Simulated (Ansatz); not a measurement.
```
atom    x (Å)    y (Å)    z (Å)
  Cl   0.0650  -3.0088  -2.3216
   O  -2.0801  -1.6630  -0.0197
   O  -1.3886  -0.6519  -2.4788
   O  -0.1922   0.4899  -0.3120
   O   0.6595  -2.0420   0.2094
   W  -0.6717  -1.2405  -0.8408
   H  -1.2335  -1.0527  -3.3417
   H  -0.7732   1.1903   0.0069
   H   1.2679  -2.7392  -0.0613
```

Geometry: PBE0-D4/def2-SVP; core potentials replace the inner electrons of W.

The calculation used isolated molecule in a Gaussian basis; Kohn-Sham density functional theory, functional PBE0 in Ansatz 0.2.0.

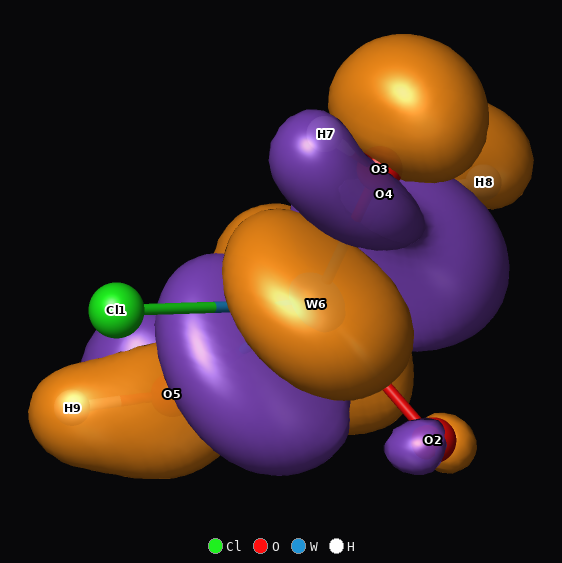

ClH3O4W (SMILES [O]=[W]([OH])([OH])([OH])[Cl]). The LUMO at ±0.08 Å⁻³ᐟ² (orange and purple are the two phases), seen at an oblique angle.

Where does this orbital lie, and at what energy?

Answer. Its weight (Hirshfeld) is mainly on W6 (about 60 %), O5 (about 10 %), O3 (about 10 %) and O4 (about 10 %). Its energy is −3.04 eV.
